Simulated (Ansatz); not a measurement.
# C2H6FSi (charge +1): rotation by 180° about the C2–Si3 bond, part 2 of 2

Aim: the minimum-energy path and barrier of the rotation by 180° about the C2–Si3 bond. The ends are relaxed first, then joined by a nudged elastic band. SMILES of the start: CC[SiH+]F.

Ansatz 0.2.0; RHF/def2-SVPD. Earlier steps stand in the parts before.

### 5 What the band shows

The 9 inner images lie between the fixed ends 0 and 10. Energy is taken from image 0, and the path length is the program's own coordinate along the band.

| image | path (Å) | energy (eV) | dihedral C1–C2–Si3–F4 (°) | band force (eV/Å) |
| --- | --- | --- | --- | --- |
| 0 | 0.000 | 0.0000 | 180 | - |
| 1 | 0.520 | 0.0037 | -164 | 0.010 |
| 2 | 1.039 | 0.0139 | -145 | 0.003 |
| 3 | 1.559 | 0.0258 | -125 | 0.004 |
| 4* | 2.078 | 0.0324 | -105 | 0.011 |
| 5 | 2.557 | 0.0305 | -86 | 0.018 |
| 6 | 3.037 | 0.0228 | -69 | 0.001 |
| 7 | 3.516 | 0.0121 | -52 | 0.005 |
| 8 | 3.995 | 0.0013 | -34 | 0.003 |
| 9 | 4.474 | -0.0070 | -17 | 0.001 |
| 10 | 4.954 | -0.0102 | 0 | - |

The star marks the climbing image.

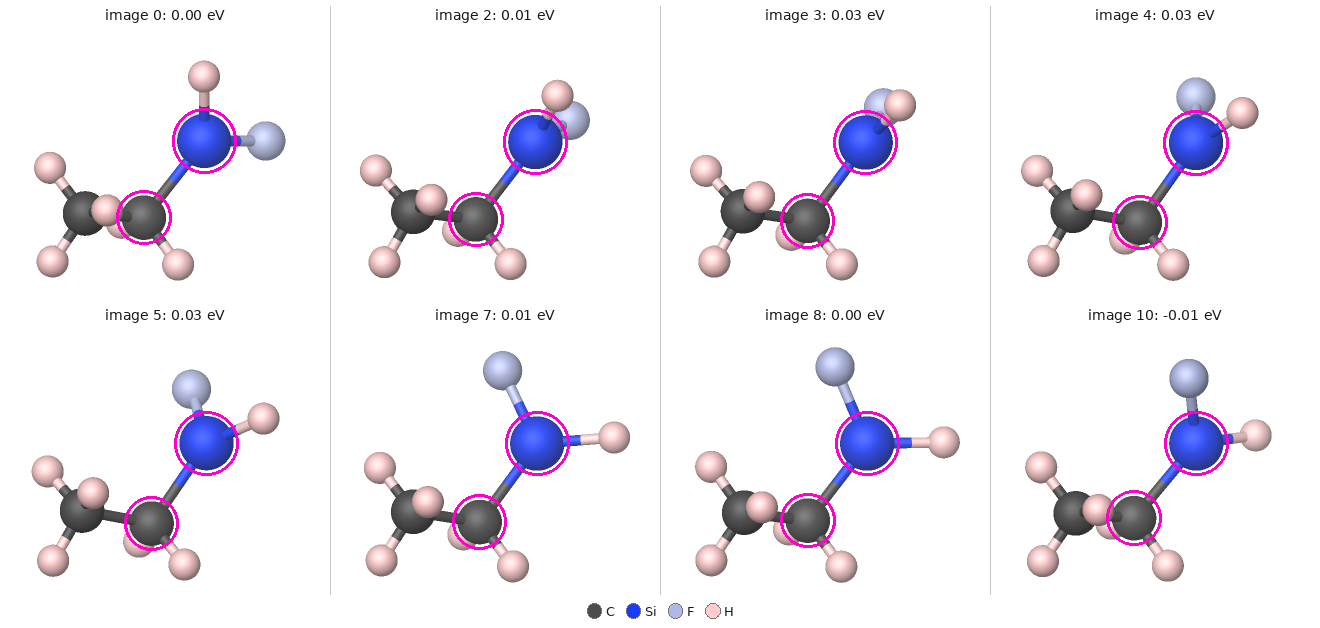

Snapshots along the band, viewed from a free direction. Ringed: C2, Si3. Sticks join atoms closer than a bonding distance in each image.

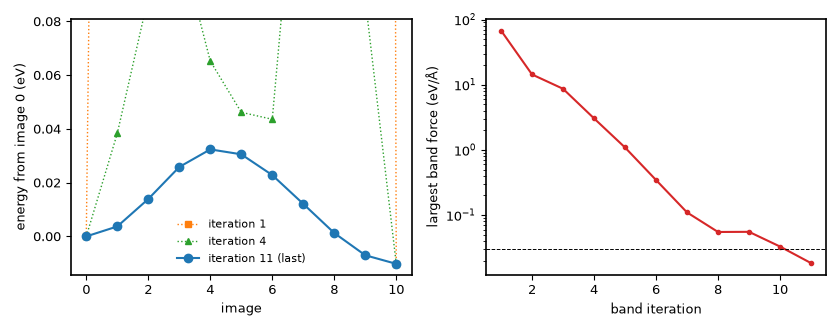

Left: energy of each image for early iterations and the last one (lines only join the points; early values far above the last band run off the scale). Right: the largest band force by iteration, with the threshold dashed.

How the highest energy settled:

| iteration | highest image above image 0 (eV) | largest band force (eV/Å) |
| --- | --- | --- |
| 1 | 14.8711 | 67.753 |
| 2 | 2.4058 | 14.362 |
| 3 | 1.0097 | 8.661 |
| 4 | 0.1729 | 3.047 |
| 5 | 0.0347 | 1.090 |
| 6 | 0.0336 | 0.346 |
| 7 | 0.0324 | 0.110 |
| 8 | 0.0323 | 0.055 |
| 9 | 0.0323 | 0.055 |
| 10 | 0.0323 | 0.033 |
| 11 | 0.0324 | 0.018 |

Positions of all images (Å):

```xyz
10
image=0 dE=0.0000
C     0.265    1.299   -0.051
C    -0.614    0.039    0.070
Si    0.290   -1.550   -0.009
F    -0.523   -2.879    0.115
H    -0.373    2.177    0.007
H     0.795    1.335   -1.002
H     0.995    1.364    0.755
H    -1.177    0.016    1.011
H    -1.376   -0.011   -0.717
H     1.719   -1.788   -0.179
10
image=1 dE=0.0037
C     0.259    1.296   -0.089
C    -0.613    0.039    0.093
Si    0.290   -1.550    0.011
F    -0.520   -2.869   -0.206
H    -0.364    2.177    0.047
H     0.692    1.346   -1.088
H     1.066    1.345    0.642
H    -1.105    0.031    1.076
H    -1.428   -0.018   -0.636
H     1.721   -1.796    0.149
10
image=2 dE=0.0139
C     0.253    1.289   -0.117
C    -0.618    0.037    0.127
Si    0.286   -1.550    0.024
F    -0.429   -2.812   -0.555
H    -0.354    2.174    0.061
H     0.613    1.333   -1.144
H     1.109    1.333    0.556
H    -1.037    0.051    1.144
H    -1.473   -0.019   -0.551
H     1.649   -1.837    0.455
10
image=3 dE=0.0258
C     0.242    1.278   -0.141
C    -0.625    0.034    0.176
Si    0.282   -1.549    0.036
F    -0.261   -2.687   -0.887
H    -0.353    2.168    0.049
H     0.550    1.298   -1.185
H     1.130    1.332    0.488
H    -0.976    0.076    1.217
H    -1.512   -0.022   -0.459
H     1.521   -1.928    0.705
10
image=4 dE=0.0324
C     0.226    1.264   -0.167
C    -0.628    0.030    0.235
Si    0.280   -1.548    0.049
F    -0.040   -2.495   -1.153
H    -0.365    2.158    0.016
H     0.490    1.248   -1.223
H     1.138    1.343    0.425
H    -0.914    0.099    1.291
H    -1.543   -0.030   -0.357
H     1.355   -2.069    0.885
10
image=5 dE=0.0305
C     0.205    1.256   -0.196
C    -0.617    0.028    0.288
Si    0.285   -1.549    0.062
F     0.189   -2.291   -1.311
H    -0.385    2.150   -0.011
H     0.414    1.207   -1.264
H     1.145    1.361    0.345
H    -0.848    0.117    1.353
H    -1.560   -0.046   -0.259
H     1.172   -2.234    0.993
10
image=6 dE=0.0228
C     0.212    1.262   -0.177
C    -0.618    0.028    0.271
Si    0.274   -1.557    0.063
F     0.556   -2.069   -1.387
H    -0.400    2.149   -0.035
H     0.486    1.204   -1.229
H     1.117    1.383    0.418
H    -0.907    0.104    1.323
H    -1.536   -0.048   -0.321
H     0.817   -2.455    1.074
10
image=7 dE=0.0121
C     0.226    1.273   -0.141
C    -0.617    0.029    0.231
Si    0.256   -1.569    0.056
F     0.972   -1.882   -1.298
H    -0.405    2.154   -0.052
H     0.592    1.221   -1.165
H     1.075    1.401    0.529
H    -0.998    0.081    1.255
H    -1.493   -0.047   -0.427
H     0.393   -2.660    1.012
10
image=8 dE=0.0013
C     0.240    1.283   -0.099
C    -0.620    0.030    0.177
Si    0.238   -1.579    0.040
F     1.366   -1.751   -1.028
H    -0.402    2.159   -0.055
H     0.699    1.247   -1.085
H     1.024    1.402    0.646
H    -1.093    0.054    1.163
H    -1.447   -0.041   -0.547
H    -0.005   -2.806    0.787
10
image=9 dE=-0.0070
C     0.250    1.286   -0.065
C    -0.625    0.032    0.119
Si    0.221   -1.584    0.019
F     1.642   -1.680   -0.622
H    -0.389    2.165   -0.035
H     0.772    1.277   -1.020
H     0.989    1.379    0.730
H    -1.167    0.033    1.073
H    -1.411   -0.025   -0.650
H    -0.281   -2.883    0.451
10
image=10 dE=-0.0102
C     0.261    1.285   -0.049
C    -0.631    0.036    0.071
Si    0.205   -1.587    0.001
F     1.756   -1.664   -0.174
H    -0.369    2.169    0.008
H     0.795    1.310   -0.997
H     0.991    1.337    0.757
H    -1.203    0.023    1.009
H    -1.395   -0.004   -0.718
H    -0.410   -2.905    0.091
```

### 6 Frequencies at the highest image

The geometry is the highest inner image of the first converged band.

Input file input.yaml:

```yaml
crystal:
  periodic: [false, false, false]
  atoms:
    - { symbol: C, position_ang: [0.226174, 1.264132, -0.166743] }
    - { symbol: C, position_ang: [-0.628053, 0.030175, 0.235177] }
    - { symbol: Si, position_ang: [0.280455, -1.547736, 0.04857] }
    - { symbol: F, position_ang: [-0.039826, -2.49511, -1.152906] }
    - { symbol: H, position_ang: [-0.364997, 2.15796, 0.016456] }
    - { symbol: H, position_ang: [0.490169, 1.247589, -1.223252] }
    - { symbol: H, position_ang: [1.138342, 1.342801, 0.42462] }
    - { symbol: H, position_ang: [-0.914285, 0.099001, 1.290593] }
    - { symbol: H, position_ang: [-1.543262, -0.030124, -0.357181] }
    - { symbol: H, position_ang: [1.355272, -2.068696, 0.884675] }
total_charge: 1
basis:
  gaussian: { orbitals: def2-SVPD }
hamiltonian:
  xc: hf
phonons: {}
```

Launch:

```sh
ansatz run input.yaml --threads 2 --pin off --max-ram 3072MiB --backend cpu --events-out ev --progress --plain --runs-dir out
```

The log of the run (excerpt; [...] marks lines left out):

```text
Warning: RAYON_NUM_THREADS=2 ignored (pool sized by the plan → 2); use --threads N
[...]
Functional definition: HF
[...]
1414 factors; integrals over basis functions are off by at most 3.8e-4 eV
[...]
mean field -12711.75541983 eV, -467.1483953415 hartree, gradient 1.7e-5 eV, S^2 0.000000; 0 other end points of the search recorded, 0 dependent functions left out
[...]
reference -12711.75541983 eV, -467.1483953415 hartree; 20, 20 occupied and 115, 115 virtual orbitals, 1414 factors
[...]
WARN: phonons: modes at or below zero, which the zero-point energy, F, S and C_V leave out: 1, the lowest at -42.28 cm⁻¹. A minimum has none, and a first-order saddle one
[...]
Atom 7 at    -0.914285     0.099001     1.290593 Å, force    -0.003152     0.000582    -0.000151 eV/Å
Atom 8 at    -1.543262    -0.030124    -0.357181 Å, force     0.000506    -0.000405    -0.000724 eV/Å
Atom 9 at     1.355272    -2.068696     0.884675 Å, force    -0.002767    -0.000078    -0.000346 eV/Å
Dipole moment:     0.142928     0.032725     0.524418 e Å
Vibrations: -42.28 181.80 197.92 287.12 595.78 692.19 759.45 885.59 997.29 1036.25 1074.19 1091.47 1334.11 1360.37 1516.15 1525.66 1587.71 1597.51 2476.63 3163.66 3183.78 3240.82 3272.57 3293.22 cm⁻¹, zero-point energy 2.191499 eV
```

Wall time 94 s (2 threads of Arm Neoverse V1, shared host); peak memory 0.31 GiB.

Of 24 modes, 1 is imaginary by more than 30 cm⁻¹ (42i cm⁻¹).

### 7 Another band, settings changed

crystal.atoms is end A as relaxed above, and neb.final_atoms is end B, turned to lie on A. With 9 inner images the band has 11 in all. The start path is listed, through a guess of the saddle.

Input file input.yaml:

```yaml
crystal:
  periodic: [false, false, false]
  atoms:
    - { symbol: C, position_ang: [0.264818, 1.298511, -0.050941] }
    - { symbol: C, position_ang: [-0.613503, 0.039019, 0.070456] }
    - { symbol: Si, position_ang: [0.290023, -1.550425, -0.009277] }
    - { symbol: F, position_ang: [-0.522871, -2.879352, 0.115159] }
    - { symbol: H, position_ang: [-0.373239, 2.176862, 0.007108] }
    - { symbol: H, position_ang: [0.794586, 1.334818, -1.002316] }
    - { symbol: H, position_ang: [0.994977, 1.364243, 0.755068] }
    - { symbol: H, position_ang: [-1.177412, 0.015864, 1.011403] }
    - { symbol: H, position_ang: [-1.375944, -0.011374, -0.717186] }
    - { symbol: H, position_ang: [1.718554, -1.788175, -0.179465] }
total_charge: 1
basis:
  gaussian: { orbitals: def2-SVPD }
hamiltonian:
  xc: hf
neb:
  order_check: false
  images: 9
  f_tol: 0.03
  max_iterations: 60
  optimiser: lbfgs
  climbing: true
  final_atoms:
    - { symbol: C, position_ang: [0.26097681, 1.28513821, -0.04862014] }
    - { symbol: C, position_ang: [-0.63067522, 0.03581053, 0.07061867] }
    - { symbol: Si, position_ang: [0.20545192, -1.58690572, 0.00138247] }
    - { symbol: F, position_ang: [1.75649169, -1.66431714, -0.17366452] }
    - { symbol: H, position_ang: [-0.36929414, 2.16919319, 0.00813001] }
    - { symbol: H, position_ang: [0.79471422, 1.31024548, -0.99699938] }
    - { symbol: H, position_ang: [0.99081174, 1.33736516, 0.75730977] }
    - { symbol: H, position_ang: [-1.2028477, 0.0225788, 1.00878345] }
    - { symbol: H, position_ang: [-1.39534983, -0.00414836, -0.71781599] }
    - { symbol: H, position_ang: [-0.41029049, -2.90496915, 0.09088464] }
  initial_path:
    images:
      - { positions_ang: [[0.264818, 1.298511, -0.050941], [-0.613503, 0.039019, 0.070456], [0.290023, -1.550425, -0.009277], [-0.522871, -2.879352, 0.115159], [-0.373239, 2.176862, 0.007108], [0.794586, 1.334818, -1.002316], [0.994977, 1.364243, 0.755068], [-1.177412, 0.015864, 1.011403], [-1.375944, -0.011374, -0.717186], [1.718554, -1.788175, -0.179465]] }
      - { positions_ang: [[0.24925905, 1.30013619, -0.07971132], [-0.6017209, 0.03885723, 0.11068575], [0.30083673, -1.56041714, 0.02257647], [-0.40086604, -2.76380897, -0.15577626], [-0.39140435, 2.17459394, -0.0061419], [0.72626201, 1.31864207, -1.05102526], [1.01404913, 1.38729132, 0.6804246], [-1.11442012, 0.04758039, 1.07351626], [-1.39975657, -0.01929925, -0.63334921], [1.61775005, -1.92358478, 0.03880988]] }
      - { positions_ang: [[0.23370011, 1.30176139, -0.10848164], [-0.58993879, 0.03869546, 0.15091549], [0.31165046, -1.57040929, 0.05442994], [-0.27886109, -2.64826594, -0.42671152], [-0.40956969, 2.17232589, -0.0193918], [0.65793802, 1.30246613, -1.09973451], [1.03312127, 1.41033963, 0.60578119], [-1.05142824, 0.07929678, 1.13562952], [-1.42356914, -0.02722451, -0.54951242], [1.5169461, -2.05899455, 0.25708476]] }
      - { positions_ang: [[0.21814116, 1.30338658, -0.13725196], [-0.57815669, 0.03853369, 0.19114524], [0.32246418, -1.58040143, 0.08628341], [-0.15685613, -2.53272291, -0.69764678], [-0.42773504, 2.17005783, -0.03264171], [0.58961404, 1.2862902, -1.14844377], [1.0521934, 1.43338795, 0.53113779], [-0.98843636, 0.11101318, 1.19774278], [-1.44738171, -0.03514976, -0.46567563], [1.41614215, -2.19440433, 0.47535963]] }
      - { positions_ang: [[0.20258222, 1.30501177, -0.16602228], [-0.56637458, 0.03837192, 0.23137498], [0.33327791, -1.59039358, 0.11813688], [-0.03485118, -2.41717987, -0.96858204], [-0.44590039, 2.16778977, -0.04589161], [0.52129005, 1.27011427, -1.19715302], [1.07126553, 1.45643626, 0.45649439], [-0.92544448, 0.14272957, 1.25985603], [-1.47119429, -0.04307501, -0.38183884], [1.31533821, -2.32981411, 0.69363451]] }
      - { positions_ang: [[0.18702327, 1.30663697, -0.1947926], [-0.55459248, 0.03821015, 0.27160473], [0.34409164, -1.60038572, 0.14999035], [0.08715378, -2.30163684, -1.2395173], [-0.46406573, 2.16552171, -0.05914151], [0.45296606, 1.25393834, -1.24586228], [1.09033767, 1.47948458, 0.38185098], [-0.86245261, 0.17444596, 1.32196929], [-1.49500686, -0.05100026, -0.29800205], [1.21453426, -2.46522388, 0.91190939]] }
      - { positions_ang: [[0.20181398, 1.30233722, -0.16555811], [-0.56980902, 0.03773022, 0.23140752], [0.3163637, -1.59768972, 0.12026878], [0.42102136, -2.1741729, -1.02634675], [-0.44511142, 2.16625601, -0.04568721], [0.52131569, 1.26519977, -1.1960897], [1.07043248, 1.4510607, 0.45694274], [-0.93053162, 0.14407253, 1.25933212], [-1.47507545, -0.04162988, -0.38196484], [0.88956931, -2.55317294, 0.74770444]] }
      - { positions_ang: [[0.21660469, 1.29803747, -0.13632361], [-0.58502557, 0.0372503, 0.19121031], [0.28863575, -1.59499372, 0.0905472], [0.75488894, -2.04670896, -0.81317619], [-0.4261571, 2.16699031, -0.0322329], [0.58966533, 1.27646119, -1.14631712], [1.0505273, 1.42263681, 0.5320345], [-0.99861064, 0.1136991, 1.19669496], [-1.45514405, -0.0322595, -0.46592763], [0.56460436, -2.64112199, 0.58349949]] }
      - { positions_ang: [[0.23139539, 1.29373772, -0.10708912], [-0.60024212, 0.03677037, 0.1510131], [0.26090781, -1.59229772, 0.06082562], [1.08875652, -1.91924502, -0.60000563], [-0.40720278, 2.1677246, -0.0187786], [0.65801496, 1.28772262, -1.09654454], [1.03062211, 1.39421293, 0.60712625], [-1.06668966, 0.08332567, 1.13405779], [-1.43521264, -0.02288912, -0.54989041], [0.23963941, -2.72907104, 0.41929454]] }
      - { positions_ang: [[0.2461861, 1.28943796, -0.07785463], [-0.61545867, 0.03629045, 0.11081589], [0.23317986, -1.58960172, 0.03110405], [1.42262411, -1.79178108, -0.38683508], [-0.38824846, 2.1684589, -0.00532429], [0.72636459, 1.29898405, -1.04677196], [1.01071693, 1.36578904, 0.68221801], [-1.13476868, 0.05295223, 1.07142062], [-1.41528124, -0.01351874, -0.6338532], [-0.08532554, -2.8170201, 0.25508959]] }
      - { positions_ang: [[0.26097681, 1.28513821, -0.04862014], [-0.63067522, 0.03581053, 0.07061867], [0.20545192, -1.58690572, 0.00138247], [1.75649169, -1.66431714, -0.17366452], [-0.36929414, 2.16919319, 0.00813001], [0.79471422, 1.31024548, -0.99699938], [0.99081174, 1.33736516, 0.75730977], [-1.2028477, 0.0225788, 1.00878345], [-1.39534983, -0.00414836, -0.71781599], [-0.41029049, -2.90496915, 0.09088464]] }
```

Launch:

```sh
ansatz run input.yaml --threads 2 --pin off --max-ram 3072MiB --backend cpu --events-out ev --progress --plain --runs-dir out
```

The log of the run (excerpt; [...] marks lines left out):

```text
Warning: RAYON_NUM_THREADS=2 ignored (pool sized by the plan → 2); use --threads N
[...]
[... 1 set-up line as earlier in the session ...]
[...]
1414 factors; integrals over basis functions are off by at most 5.2e-4 eV
[...]
mean field -12711.78779252 eV, -467.1495850160 hartree, gradient 1.2e-5 eV, S^2 0.000000; 0 other end points of the search recorded, 0 dependent functions left out
[...]
reference -12711.78779252 eV, -467.1495850160 hartree; 20, 20 occupied and 115, 115 virtual orbitals, 1414 factors
[...]
mean field -12707.72764844 eV, -467.0003774732 hartree, gradient 2.6e-5 eV, S^2 0.000000; 0 other end points of the search recorded, 0 dependent functions left out
[...]
reference -12707.72764844 eV, -467.0003774732 hartree; 20, 20 occupied and 115, 115 virtual orbitals, 1416 factors
1418 factors; integrals over basis functions are off by at most 3.0e-4 eV
[...]
mean field -12696.99871216 eV, -466.6060963372 hartree, gradient 1.3e-5 eV, S^2 0.000000; 0 other end points of the search recorded, 0 dependent functions left out
[...]
```

### 8 The log goes on: band between the two ends

Output, continued (excerpt; [...] marks lines left out):

```text
reference -12696.99871216 eV, -466.6060963372 hartree; 20, 20 occupied and 115, 115 virtual orbitals, 1418 factors
1419 factors; integrals over basis functions are off by at most 2.9e-4 eV
mean field -12696.91666316 eV, -466.6030810920 hartree, gradient 1.1e-5 eV, S^2 0.000000; 0 other end points of the search recorded, 0 dependent functions left out
[...]
Atom 6 at     1.102702     1.414516     0.472738 Å, force     0.001229    -0.024080    -0.005537 eV/Å
Atom 7 at    -0.892703     0.091314     1.287597 Å, force    -0.003403    -0.003018    -0.015274 eV/Å
Atom 8 at    -1.512605    -0.042977    -0.361730 Å, force    -0.015436     0.007113    -0.000328 eV/Å
Atom 9 at     1.374087    -2.110715     0.844129 Å, force     0.003783     0.028037    -0.002387 eV/Å
Dipole moment:     0.182100     0.031528     0.508775 e Å
this run last wrote the band of iteration 33 to <dir>
```

Run time: 8.8 min. Hardware: 2 threads of Arm Neoverse V1, shared host; peak memory 0.32 GiB.

### 9 The band, image by image

The 9 inner images lie between the fixed ends 0 and 10. Energy is taken from image 0, and the path length is the program's own coordinate along the band.

| image | path (Å) | energy (eV) | dihedral C1–C2–Si3–F4 (°) | band force (eV/Å) |
| --- | --- | --- | --- | --- |
| 0 | 0.000 | 0.0000 | 180 | - |
| 1 | 0.492 | 0.0042 | -163 | 0.016 |
| 2 | 0.986 | 0.0155 | -146 | 0.019 |
| 3 | 1.479 | 0.0281 | -127 | 0.021 |
| 4* | 1.974 | 0.0355 | -108 | 0.024 |
| 5 | 2.463 | 0.0340 | -89 | 0.022 |
| 6 | 2.952 | 0.0250 | -71 | 0.018 |
| 7 | 3.442 | 0.0132 | -53 | 0.027 |
| 8 | 3.931 | 0.0020 | -35 | 0.029 |
| 9 | 4.421 | -0.0067 | -18 | 0.009 |
| 10 | 4.910 | -0.0102 | 0 | - |

The star marks the climbing image.

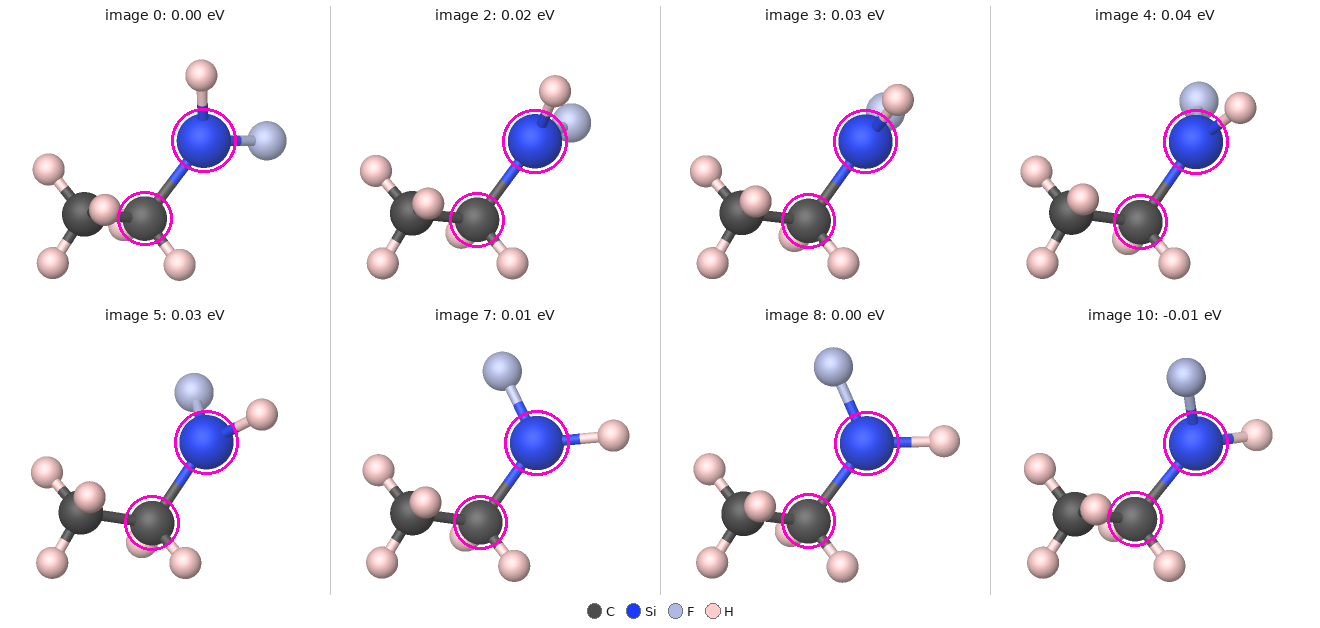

Snapshots along the band, viewed from a free direction. Ringed: C2, Si3. Sticks join atoms closer than a bonding distance in each image.

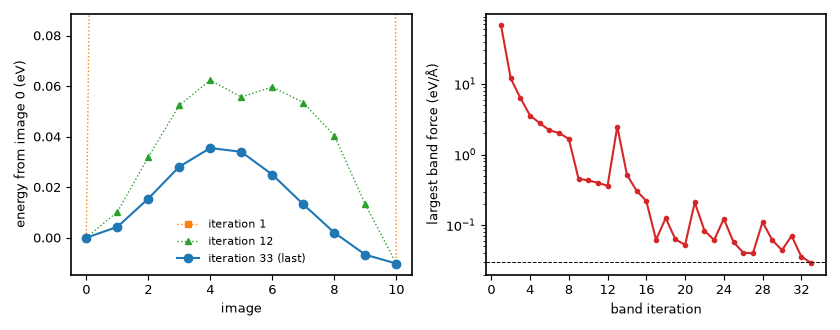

Left: energy of each image for early iterations and the last one (lines only join the points; early values far above the last band run off the scale). Right: the largest band force by iteration, with the threshold dashed.

### 10 Outcome

The summary covers parts 1 to 2.

| quantity | value |
| --- | --- |
| end A | 6 moves, 0.133 eV lower |
| end B | 7 moves, 0.156 eV lower |
| first band: barrier forwards | 0.032 eV |
| first band: barrier backwards | 0.043 eV |
| first band: second end relative to first | -0.010 eV |
| first band: highest image | 4 of 0 to 10, climbing |
| first band: band iterations | 11 |
| imaginary modes at the top | 42i cm⁻¹ |
| second band | top 0.035 eV above image 0, 33 iterations, 9 inner images |
| time, first and second band | 3.2 min and 8.8 min |

In words: In the first band: the barrier from the first end is 0.032 eV, 1.3 times kT at 300 K. The second end lies 0.010 eV below the first, so the way back costs 0.043 eV. The listed dihedral goes from 180° at end A through -105° at the highest image to 0° at end B. One imaginary mode, as a first-order saddle point has. The second band's top lies 3 meV above the first's, so the changed settings hardly move the height. Zero-point energy and entropy are left out.
